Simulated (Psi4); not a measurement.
# Si2NH6Cl (SMILES N[SiH]([SiH3])Cl) at TPSSh/6-31G(d) (spherical functions)

What is the vertical singlet–triplet gap of Si2NH6Cl at TPSSh/6-31G* (spherical functions)? 

The results are computed with Psi4 1.11.

## 1. Starting point

Si2NH6Cl has 10 atoms, charge 0, and is taken as a singlet. As SMILES, `N[SiH]([SiH3])Cl`. The coordinates come from a PBE0-D4/def2-TZVP relaxation. This is one conformer, not always the lowest.

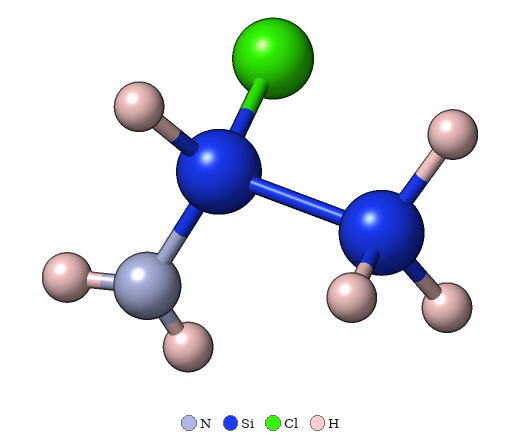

Viewed from a chosen angle; nitrogen light blue, silicon blue, chlorine green, hydrogen pink.

## 2. The energy at TPSSh/6-31G(d) (spherical functions)

The input, clh6nsi2.in:

```
memory 2.2 GB

molecule mol {
  N     -0.500400     1.640400    -0.476600
  Si    -0.088700     0.024400    -0.834700
  Si     0.678000    -1.030800     1.103600
  Cl    -1.669600    -1.135800    -1.538400
  H     -1.066800     1.857300     0.327900
  H     -0.657600     2.302300    -1.220500
  H      0.889100     0.060000    -1.948200
  H      0.872200    -2.482600     0.855100
  H     -0.336100    -0.853800     2.179500
  H      1.962900    -0.432600     1.555400
  units angstrom
  symmetry c1
}

set puream true
set e_convergence 1e-09
set d_convergence 1e-08
set scf_type pk
set dft_radial_points 99
set dft_spherical_points 590

energy("tpssh/6-31G*")
```

Started as:

```bash
$ psi4 -n 1 clh6nsi2.in clh6nsi2.out
```

clh6nsi2.out:

```text
[...]
  Running in c1 symmetry.
[...]
  Nuclear repulsion =  274.285791659090762
[...]
  Multiplicity = 1
[...]
  Nalpha       = 29
  Nbeta        = 29
[...]
    Number of basis functions: 80
[...]
   @RKS iter   1: -1097.35355329572644   -1.74143e-01   9.28207e-03 ADIIS/DIIS
[...]
   @RKS iter  11: -1097.61275533144862   -7.73070e-12   9.19635e-09 DIIS
[...]
    Orbital Energies [Eh]
    ---------------------
    Doubly Occupied:
       1A   -101.346798     2A    -66.022328     3A    -65.973939
       4A    -14.260815     5A     -9.354555     6A     -7.100757
       7A     -7.094898     8A     -7.094662     9A     -5.250983
      10A     -5.213112    11A     -3.600310    12A     -3.597728
      13A     -3.596688    14A     -3.559771    15A     -3.559676
      16A     -3.559597    17A     -0.850176    18A     -0.788560
      19A     -0.549787    20A     -0.502375    21A     -0.488450
      22A     -0.404697    23A     -0.370704    24A     -0.345224
      25A     -0.342732    26A     -0.329003    27A     -0.301085
      28A     -0.272594    29A     -0.259194
[...]
  @RKS Final Energy: -1097.61275533144862
   => Energetics <=
    Nuclear Repulsion Energy =            274.2857916590907621
    One-Electron Energy =               -2062.9620091889851210
    Two-Electron Energy =                 762.7627524636519638
    DFT Exchange-Correlation Energy =     -71.6992902652062156
    Empirical Dispersion Energy =           0.0000000000000000
    VV10 Nonlocal Energy =                  0.0000000000000000
    Total Energy =                      -1097.6127553314483976
[...]
 Multipole Moments:
 ------------------------------------------------------------------------------------
     Multipole            Electronic (a.u.)      Nuclear  (a.u.)        Total (a.u.)
 ------------------------------------------------------------------------------------
 L = 1.  Multiply by 2.5417464519 to convert [e a0] to [Debye]
 Dipole X            :         -4.9740408            5.1239089            0.1498681
 Dipole Y            :         -2.4649279            3.3380572            0.8731293
 Dipole Z            :         -4.9658449            5.2462556            0.2804107
 Magnitude           :                                                    0.9292176
[...]
```

It took 28 s on 1 thread of Intel Xeon 6975P-C (Granite Rapids), shared host; peak memory 1.5 GiB.

## 3. The triplet at the same level

The input, clh6nsi2.xyz:

```xyz
10
ClH6NSi2
N     -0.500400     1.640400    -0.476600
Si    -0.088700     0.024400    -0.834700
Si     0.678000    -1.030800     1.103600
Cl    -1.669600    -1.135800    -1.538400
H     -1.066800     1.857300     0.327900
H     -0.657600     2.302300    -1.220500
H      0.889100     0.060000    -1.948200
H      0.872200    -2.482600     0.855100
H     -0.336100    -0.853800     2.179500
H      1.962900    -0.432600     1.555400
```

The input, run.py:

```python
import psi4

psi4.set_memory('2200 MB')
psi4.set_num_threads(1)
psi4.core.set_output_file('output.dat', False)

with open('clh6nsi2.xyz') as f:
    atoms = ''.join(f.readlines()[2:])
molecule = psi4.geometry('0 3\n' + atoms + 'symmetry c1\nno_reorient\nno_com')

psi4.set_options({
    'reference': 'uks',
    'puream': True,
    'e_convergence': 1e-09,
    'd_convergence': 1e-08,
    'scf_type': 'pk',
    'dft_radial_points': 99,
    'dft_spherical_points': 590,
    'maxiter': 100,
})

e_tot, wfn = psi4.energy('tpssh/6-31G*', return_wfn=True)
psi4.oeprop(wfn, 'MAYER_INDICES', 'LOWDIN_CHARGES', 'MULLIKEN_CHARGES')
print(f'tpssh/6-31G* energy: {e_tot:.10f} Eh')
```

Started as:

```bash
$ python run.py
```

output.dat, cut to the lines that bear on the results:

```text
[...]
  Running in c1 symmetry.
[...]
  Nuclear repulsion =  274.285791659090762
[...]
  Multiplicity = 3
[...]
  Nalpha       = 30
  Nbeta        = 28
[...]
    Number of basis functions: 80
[...]
   @UKS iter   1: -1097.03189193842036    1.47518e-01   1.01272e-02 DIIS/ADIIS
[...]
   @UKS iter  21: -1097.39036780152924   -2.27374e-12   4.25851e-09 DIIS
[...]
   @S^2 Observed:                2.005638533E+00
[...]
  @UKS Final Energy: -1097.39036780152924
   => Energetics <=
    Nuclear Repulsion Energy =            274.2857916590907621
    One-Electron Energy =               -2061.6398398941014420
    Two-Electron Energy =                 761.5883338142579078
    DFT Exchange-Correlation Energy =     -71.6246533807767349
    Empirical Dispersion Energy =           0.0000000000000000
    VV10 Nonlocal Energy =                  0.0000000000000000
    Total Energy =                      -1097.3903678015294645
  UHF NO Occupations:
  HONO-2 :   28  A 1.9982619
  HONO-1 :   29  A 1.0000000
[...]
 Multipole Moments:
 ------------------------------------------------------------------------------------
     Multipole            Electronic (a.u.)      Nuclear  (a.u.)        Total (a.u.)
 ------------------------------------------------------------------------------------
 L = 1.  Multiply by 2.5417464519 to convert [e a0] to [Debye]
 Dipole X            :         41.3433316          -41.5212514           -0.1779198
 Dipole Y            :         41.5911699          -40.5625933            1.0285765
 Dipole Z            :         45.4296284          -45.3065618            0.1230666
 Magnitude           :                                                    1.0510807
[...]
  Mulliken Charges: (a.u.)
   Center  Symbol    Alpha    Beta     Spin     Total
       1     N     3.99728  3.65703  0.34026 -0.65431
       2    SI     7.26536  6.52560  0.73976  0.20903
       3    SI     7.16890  6.70730  0.46159  0.12380
       4    CL     8.66727  8.50413  0.16313 -0.17140
       5     H     0.32525  0.31450  0.01075  0.36025
       6     H     0.36917  0.29977  0.06940  0.33106
       7     H     0.53746  0.49271  0.04475 -0.03017
       8     H     0.55680  0.49335  0.06345 -0.05015
       9     H     0.59201  0.48116  0.11085 -0.07318
      10     H     0.52050  0.52444 -0.00394 -0.04494
[...]
```

Standard output:

```text
tpssh/6-31G* energy: -1097.3903678015 Eh
```

It took 73 s on 1 thread of Intel Xeon 6975P-C (Granite Rapids), shared host; peak memory 1.5 GiB.

## 4. Outcome

At TPSSh/6-31G* (spherical functions):

| quantity | value |
| --- | --- |
| singlet: total energy | -1097.61276 Eh |
| singlet: dipole moment | 2.36 D |
| singlet: HOMO energy | -7.05 eV |
| singlet: LUMO energy | -0.16 eV |
| singlet: HOMO–LUMO gap | 6.89 eV |
| triplet: total energy | -1097.39037 Eh |
| triplet: dipole moment | 2.67 D |
| triplet: HOMO energy (highest over α and β) | -1.50 eV |
| triplet: ⟨S²⟩ | 2.006 |
| vertical energy of the triplet above the singlet | 6.051 eV |

In words: At this shape the triplet lies 6.05 eV (140 kcal/mol) above the singlet. Mulliken charges (triplet) run from -0.65 on N1 to +0.36 on H5.
